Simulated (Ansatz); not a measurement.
# AlFH2: the cost of one run

Computed with Ansatz 0.2.0, Gaussian basis. Level: PBE0-D4/def2-TZVP structures, single points in def2-TZVPP, no counterpoise correction.

Levels: SPW92, PBE-D4, BLYP-D4, r2SCAN-D4, B97M-V, PBE0-D4, B3LYP-D4, r2SCAN0-D4, BHLYP-D4, CAM-B3LYP-D4, wB97X-V, wB97M-V, B2PLYP, PBE-QIDH, RPA on PBE, Hartree-Fock, MP2, CCSD, CCSD(T).

Correlated methods freeze the cores. B3LYP uses VWN-RPA correlation. B2PLYP carries no dispersion term here.

94 further runs of the same task are left out: 94 set aside as unsound or not needed.

### Step 1. The system as given

The complex: 6 atoms, charge 0, spin multiplicity 1.

Atoms are counted from 1 here; the program's logs count them from 0.

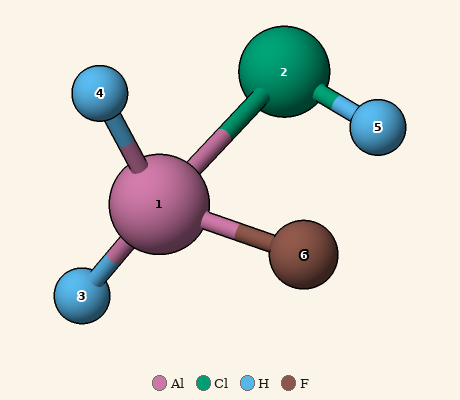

The starting geometry (aluminium pink, chlorine teal, hydrogen blue, fluorine brown); atoms are numbered from 1 in the order of the file.

As a file:

```xyz
6
charge 0, multiplicity 1
Al   -0.7775   -0.2460   -0.0372
Cl    1.4367    1.0575   -0.5492
H    -0.9757   -1.0003   -1.4093
H    -1.6802    0.9395    0.4828
H     1.8509    0.2848    0.3971
F     0.1459   -1.0354    1.1159
```

Its parts: AlH₂F holds atoms 1, 3, 4, 6; HCl holds atoms 2, 5. Each part counts its atoms afresh in its own runs.

### Step 2. Relaxing AlH₂F alone

Contents of relax-a/in.yaml:

```yaml
crystal:
  periodic: [false, false, false]
  atoms:
    - {symbol: Al, position_ang: [-0.777539, -0.246030, -0.037222]}
    - {symbol: H, position_ang: [-0.975728, -1.000283, -1.409275]}
    - {symbol: H, position_ang: [-1.680192, 0.939512, 0.482750]}
    - {symbol: F, position_ang: [0.145893, -1.035411, 1.115883]}
basis:
  gaussian: {orbitals: def2-TZVP}
hamiltonian: {xc: pbe0, dispersion: d4}
relax: {f_tol: 0.005, max_steps: 200}
```

Started as:

```sh
$ ansatz run in.yaml --threads 2 --pin off --events-out ev --progress --plain --max-ram 4352MiB
```

**Question.** How long does this run take on 2 threads of Intel Xeon Platinum 8488C, shared host?

About 2.7 s.
